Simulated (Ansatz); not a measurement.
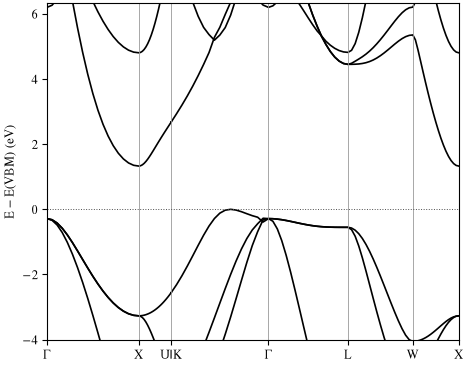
Band structure from DFT-r²SCAN in the program Ansatz with PAW potentials

### Question
Read off the gap and where the band edges lie.

### Answer
About 1.3 eV (1.33 eV by a search for the band edges); maximum on the K–Γ line, 61 % of the way from K, minimum at X.

The material is BeS (rock salt, space group No. 225).

Space group Fm-3m (rock salt). The cell is a constructed one: a structure type filled with these elements; neither database checked (COD, Materials Project) lists it. COD files the formula under space group No. 216, so this cell is another polymorph or a model. Its standing as an ambient phase is unchecked. The cell was relaxed with r²SCAN under the symmetry of its start; its stability against distortions is not shown here.

Potentials: the later of the program's two PAW sets.
